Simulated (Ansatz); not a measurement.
# One shape, several levels: AsF3 (arsenic trifluoride)

Aim: a comparison of 6 runs (HF/STO-3G, B2PLYP/STO-3G, PBE0/STO-3G, RPA@PBE/STO-3G, BCCD(T)/STO-3G, CCSDT/STO-3G) of AsF3 (arsenic trifluoride). 

The results are computed with Ansatz 0.2.0.

37 further runs of the same task are left out: 10 that didn't finish, 27 set aside as unsound or not needed.

## 1. Starting point

AsF3 has 4 atoms, charge 0, and is taken as a singlet. As SMILES, `F[As](F)F`. The F4–As2 distance was set to 2.573 Å, away from the relaxed value. At this shape a bond of the SMILES string is far longer than usual.

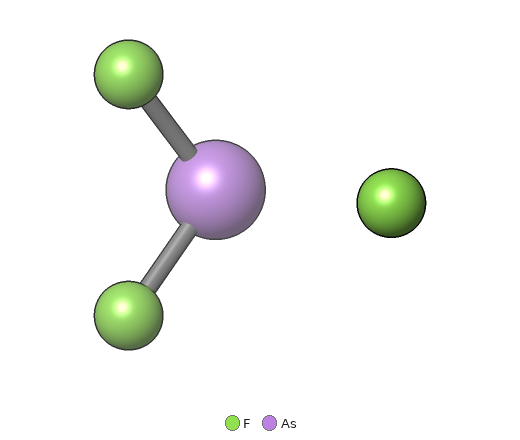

The structure, seen from a chosen angle (fluorine green, arsenic purple).

## 2. A single-point energy at HF/STO-3G (run 1)

job.yaml

```yaml
crystal:
  periodic: [false, false, false]
  atoms:
    - {symbol: F, position_ang: [-0.528768, -0.296849, 1.861996]}
    - {symbol: As, position_ang: [-0.544848, -1.149679, 0.373716]}
    - {symbol: F, position_ang: [1.121072, -1.558369, 0.386606]}
    - {symbol: F, position_ang: [-0.296160, 0.927580, -1.124280]}
basis:
  gaussian:
    orbitals: STO-3G
hamiltonian:
  xc: hf
accuracy: high
```

Started as:

```sh
ansatz run job.yaml --threads 1 --pin off --max-ram 3480MiB --events-out events.jsonl --progress --plain --runs-dir runs
```

Standard output:

```text
Warning: RAYON_NUM_THREADS=1 ignored (pool sized by the plan → 1); use --threads N
Functional definition: HF
  name "HF"
  exchange = exact_x
  correlation = 0
527 factors; integrals over basis functions are off by at most 3.2e-8 eV
mean field evaluation 1: about -68107.5023 eV, gradient 2.6e1 eV
mean field evaluation 2: about -68107.5975 eV, gradient 2.6e1 eV
mean field evaluation 4: about -68115.5508 eV, gradient 4.0e0 eV
mean field evaluation 8: about -68115.6629 eV, gradient 1.2e-1 eV
mean field -68115.66306941 eV, -2503.2044473459 hartree, gradient 1.2e-8 eV, S^2 0.000000; 0 other end points of the search recorded, 0 dependent functions left out
reference -68115.66306941 eV, -2503.2044473459 hartree; 30, 30 occupied and 3, 3 virtual orbitals, 527 factors
Total energy: -68115.66306941 eV, -2503.2044473459 hartree
```

Run time: 0.26 s. Hardware: 1 thread of Arm Neoverse V2, shared host.

## 3. A single-point energy at B2PLYP/STO-3G (run 2)

job.yaml

```yaml
crystal:
  periodic: [false, false, false]
  atoms:
    - symbol: F
      position_ang: [-0.528768, -0.296849, 1.861996]
    - symbol: As
      position_ang: [-0.544848, -1.149679, 0.373716]
    - symbol: F
      position_ang: [1.121072, -1.558369, 0.386606]
    - symbol: F
      position_ang: [-0.296160, 0.927580, -1.124280]
basis:
  gaussian:
    orbitals: STO-3G
correlation:
  frozen_orbitals: {As: 9, F: 1}
accuracy: high
hamiltonian:
  xc: {name: B2PLYP}
total_charge: 0
```

Started as:

```sh
ansatz run job.yaml --threads 1 --pin off --max-ram 3480MiB --events-out events.jsonl --progress --plain --runs-dir runs
```

Standard output:

```text
Warning: RAYON_NUM_THREADS=1 ignored (pool sized by the plan → 1); use --threads N
Functional definition: B2PLYP
  name "B2PLYP"
  parameter a = 0.53
  parameter c = 0.27
  exchange = (1 - a)*b88_x + a*exact_x
  correlation = (1 - c)*lyp_c + c*(mp2_os + mp2_ss)
527 factors; integrals over basis functions are off by at most 3.2e-8 eV
mean field evaluation 1: about -68154.4460 eV, gradient 2.7e1 eV
mean field evaluation 2: about -68154.4846 eV, gradient 2.7e1 eV
mean field evaluation 4: about -68161.0765 eV, gradient 2.0e1 eV
mean field evaluation 8: about -68162.7418 eV, gradient 3.8e-1 eV
mean field evaluation 16: about -68162.7333 eV, gradient 6.7e-4 eV
mean field evaluation 32: about -68140.2962 eV, gradient 1.9e1 eV
mean field -68162.73326716 eV, -2504.9342452080 hartree, gradient 7.5e-8 eV, S^2 0.000000; 0 other end points of the search recorded, 0 dependent functions left out; unrestricted orbitals would lower it
12 core orbitals not correlated: weight in the atoms' cores, before any rotation towards them, 1.000 or more for the frozen orbitals, at most 0.000 for the correlated occupied ones
reference -68162.73328039 eV, -2504.9342456943 hartree; 18, 18 occupied and 3, 3 virtual orbitals, 527 factors
second order -6.23749933 eV of doubles, -0.00000000 eV of singles
Total energy: -68164.41740521 eV, -2504.9961361399 hartree
```

Wall time 2.3 s (1 thread of Arm Neoverse V2, shared host); peak memory 0.11 GiB.

## 4. The energy at PBE0/STO-3G (run 3)

input.yaml

```yaml
basis:
  gaussian:
    orbitals: STO-3G
crystal:
  periodic: [false, false, false]
  atoms:
    - {symbol: F, position_ang: [-0.528768, -0.296849, 1.861996]}
    - {symbol: As, position_ang: [-0.544848, -1.149679, 0.373716]}
    - {symbol: F, position_ang: [1.121072, -1.558369, 0.386606]}
    - {symbol: F, position_ang: [-0.296160, 0.927580, -1.124280]}
hamiltonian:
  xc: {name: PBE0}
total_charge: 0
accuracy: high
```

Started as:

```sh
ansatz run input.yaml --threads 1 --pin off --max-ram 3480MiB --events-out events.jsonl --progress --plain --runs-dir runs
```

Standard output:

```text
Warning: RAYON_NUM_THREADS=1 ignored (pool sized by the plan → 1); use --threads N
Functional definition: PBE0
  name "PBE0"
  parameter a = 0.25
  parameter kappa = 0.804
  parameter beta = 0.06672455060314922
  exchange = (1 - a)*pbe_x(kappa = kappa, mu = beta*pi^2/3) + a*exact_x
  correlation = pbe_c(beta = beta)
527 factors; integrals over basis functions are off by at most 3.2e-8 eV
mean field evaluation 1: about -68162.0174 eV, gradient 2.6e1 eV
mean field evaluation 2: about -67838.0361 eV, gradient 8.7e1 eV
mean field evaluation 4: about -68162.5011 eV, gradient 2.3e1 eV
mean field evaluation 8: about -68162.8853 eV, gradient 2.3e1 eV
mean field evaluation 16: about -68169.5882 eV, gradient 1.2e-6 eV
mean field -68169.58824103 eV, -2505.1861608515 hartree, gradient 2.0e-8 eV, S^2 0.000000; 0 other end points of the search recorded, 0 dependent functions left out
reference -68169.58824190 eV, -2505.1861608834 hartree; 30, 30 occupied and 3, 3 virtual orbitals, 527 factors
Total energy: -68169.58824190 eV, -2505.1861608834 hartree
```

Run time: 1.9 s. Hardware: 1 thread of Arm Neoverse V2, shared host; peak memory 0.11 GiB.

Runs 4 to 5 aren't shown in full; the table further down has their settings and results.

## 5. A single-point energy at CCSDT/STO-3G (run 6)

input.yaml: that of step 4 with these lines changed.

```diff
@@ -1,4 +1 @@
-basis:
-  gaussian:
-    orbitals: STO-3G
 crystal:
@@ -10,5 +7,7 @@
     - {symbol: F, position_ang: [-0.296160, 0.927580, -1.124280]}
-hamiltonian:
-  xc: {name: PBE0}
+basis:
+  gaussian: {orbitals: STO-3G}
 total_charge: 0
+correlation: {method: ccsdt, frozen_orbitals: {As: 9, F: 1}}
 accuracy: high
+scf: {omitted_lower_state_checks: [cluster_reference, increment]}
```

Started as:

```sh
ansatz run input.yaml --threads 1 --pin off --max-ram 3480MiB --events-out events.jsonl --progress --plain --runs-dir runs
```

Standard output:

```text
Warning: RAYON_NUM_THREADS=1 ignored (pool sized by the plan → 1); use --threads N
[... 11 lines left out ...]
12 core orbitals not correlated: weight in the atoms' cores, before any rotation towards them, 1.000 or more for the frozen orbitals, at most 0.000 for the correlated occupied ones
[... 45 lines left out ...]
WARN: these amplitudes may be one of several solutions (largest doubles amplitude 0.56, level shift 7.67 eV)
Total energy: -68121.52460353 eV, -2503.4198547518 hartree
Checks for a lower state left out: cluster_reference, increment
```

Run time: 1.4 s. Hardware: 1 thread of Arm Neoverse V2, shared host.

## 6. All runs side by side

| run | level | frozen core orbitals | energy (Eh) | wall time |
| --- | --- | --- | --- | --- |
| 1 | HF/STO-3G | – | -2503.204447 | 0.26 s |
| 2 | B2PLYP/STO-3G | 12 | -2504.996136 | 2.3 s |
| 3 | PBE0/STO-3G | – | -2505.186161 | 1.9 s |
| 4 | RPA@PBE/STO-3G | 12 | -2503.473935 | 3.3 s |
| 5 | BCCD(T)/STO-3G | 12 | -2503.420110 | 0.72 s |
| 6 | CCSDT/STO-3G | 12 | -2503.419855 | 1.4 s |

## 7. Outcome

| quantity | value |
| --- | --- |
| run 6: total energy | -2503.41985 Eh |
| run 6: correlation energy (12 core orbitals frozen) | -215.4 mEh |
| run 6: T1 diagnostic | 0.022 |

**Reading.** Below the HF energy at the same shape and in the same basis (STO-3G): BCCD(T) -215.7 mEh; CCSDT -215.4 mEh. Totals of different functionals can't be ranked against each other. In runs 2, 4, 5, 6 the log says that unrestricted orbitals would lower the reference, so the values rest on an unstable closed-shell determinant (other closed-shell runs at this shape may share the fault). In runs 1, 2, 3, 4, 5, 6 the basis is minimal, so the values are rough. All runs together took 9.9 s, the longest 3.3 s.
